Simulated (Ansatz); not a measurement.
System: ClH₁₁O₄Si₄.

```yaml
atoms:
  - { symbol: Si, position_ang: [0.5571, -0.7141, 0.2255] }
  - { symbol: O, position_ang: [0.7311, 1.0640, -0.3151] }
  - { symbol: Si, position_ang: [-0.2581, 1.9424, -1.3160] }
  - { symbol: O, position_ang: [0.3200, -0.3008, 1.7764] }
  - { symbol: Si, position_ang: [0.1410, 1.1020, 2.6169] }
  - { symbol: O, position_ang: [-0.7069, -0.9261, -0.7735] }
  - { symbol: Si, position_ang: [-1.6549, -2.1758, -1.2954] }
  - { symbol: Cl, position_ang: [0.9872, -2.7736, 0.6127] }
  - { symbol: H, position_ang: [1.9178, 0.5661, -0.5103] }
  - { symbol: O, position_ang: [2.2018, -0.5207, -0.4600] }
  - { symbol: H, position_ang: [-0.2438, 1.3929, -2.6951] }
  - { symbol: H, position_ang: [0.2803, 3.3262, -1.3399] }
  - { symbol: H, position_ang: [-1.6384, 1.9494, -0.7798] }
  - { symbol: H, position_ang: [-0.9378, 1.9447, 2.0416] }
  - { symbol: H, position_ang: [1.4143, 1.8678, 2.6213] }
  - { symbol: H, position_ang: [-0.2135, 0.7292, 4.0068] }
  - { symbol: H, position_ang: [-2.7242, -1.5496, -2.1115] }
  - { symbol: H, position_ang: [-0.8699, -3.1086, -2.1380] }
  - { symbol: H, position_ang: [-2.2598, -2.8959, -0.1502] }
  - { symbol: H, position_ang: [2.9566, -0.9191, -0.0163] }
```

A transition-state structure; geometry: PBE0-D4/def2-TZVP.

All numbers below come from RKS PBE0-D4/def2-TZVPP (Ansatz).

What will maps of the electron density and electron localisation function show?

Si–O (1.63 Å): the density is about 1.2 e/Å³ at the midpoint; the ELF peaks at about 0.85 between the atoms, as expected for a short, strongly polar bond.
Si–O (1.87 Å): ρ is about 0.74 e/Å³ halfway; the ELF peaks at about 0.90 between the atoms; a shared but strongly polarised pair.
Si–H (1.49 Å): the density is about 0.81 e/Å³ at the midpoint; the ELF climbs to about 1 towards the hydrogen, as it does in any bond to H.

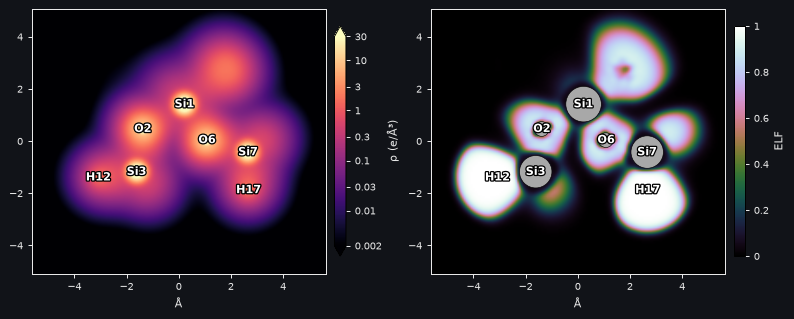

Computed electron density and electron localisation function on the plane of atoms O2, Si1 and O6, in this order. Grey discs cover the atomic cores in the ELF map. 
